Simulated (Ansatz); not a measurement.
Cl2H3Si (charge −1)

The calculation's input:

```
crystal:
  periodic: [false, false, false]
  atoms:
    - {symbol: Cl, position_ang: [-0.488723, 0.069696, -2.273457]}
    - {symbol: Si, position_ang: [-0.048868, 0.006984, -0.227344]}
    - {symbol: Cl, position_ang: [0.439872, -0.062705, 2.046205]}
    - {symbol: H, position_ang: [0.916647, 1.112519, -0.401154]}
    - {symbol: H, position_ang: [-1.462751, 0.302964, 0.085662]}
    - {symbol: H, position_ang: [0.399460, -1.394519, -0.366741]}
basis:
  gaussian: {orbitals: "def2-TZVPPD.json"}
total_charge: -1
hamiltonian: {xc: pbe0, dispersion: d4}
output: {orbitals: {seedname: orbitals}}
```

Command:

```sh
ansatz run in.yaml --threads 2 --pin off --events-out ev --progress --plain --max-ram 5222MiB
```

Geometry: rigid move from PBE0-D4/def2-TZVP.

Level of theory: RKS PBE0-D4/def2-TZVPPD (Ansatz).

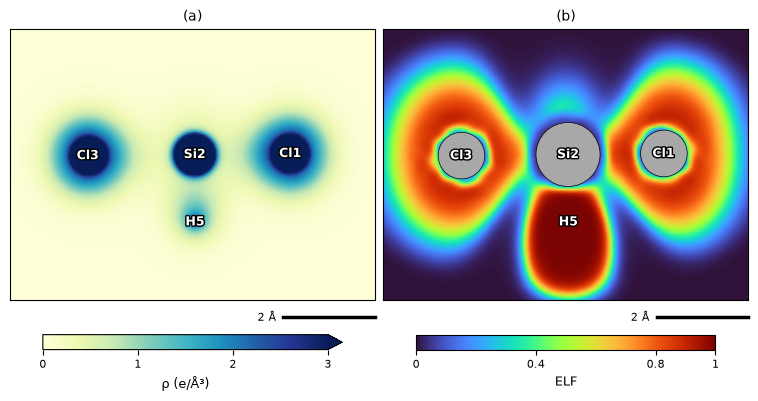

Figure 1. (a) electron density; (b) electron localisation function on the plane of atoms Cl3, Si2 and H5. Grey discs cover the atomic cores in the ELF map.

> What does the map show?

Atoms in the plane: Cl, Si and H. Si–Cl (2.09 Å): ρ at the midpoint is about 0.82 e/Å³; the ELF peaks at about 0.90 between the atoms; a shared but strongly polarised pair. Si–H (1.48 Å): ρ is about 0.82 e/Å³ halfway; the ELF climbs to about 1 towards the hydrogen, as it does in any bond to H. Si–Cl (2.33 Å): ρ at the midpoint is about 0.53 e/Å³, with its minimum of 0.39 e/Å³ about 0.8 Å from Si; the ELF peaks at about 0.85 between the atoms, as expected for a polar covalent bond. The ELF also peaks beside Cl3 and Cl1, away from the bonds: lone-pair regions.

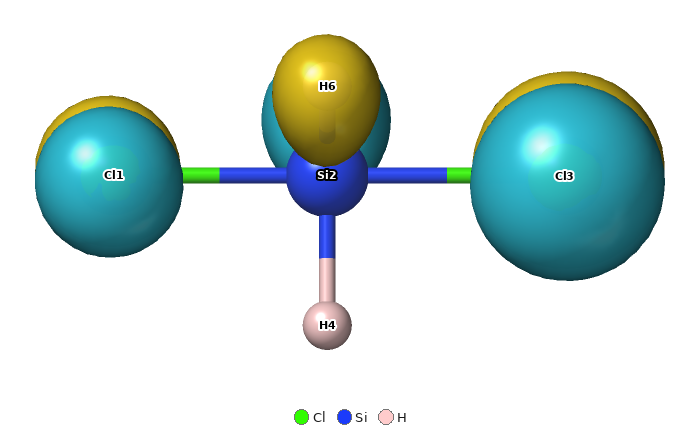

Figure 2. The HOMO at ±0.15 Å⁻³ᐟ² (yellow and cyan are the two phases), seen from one side.

> Describe this orbital and give its energy.

Its weight (Hirshfeld) is mainly on Cl3 (about 55 %), Cl1 (about 20 %) and Si2 (about 10 %). It is one of a degenerate set, so its orientation is arbitrary. Its energy is −2.95 eV.
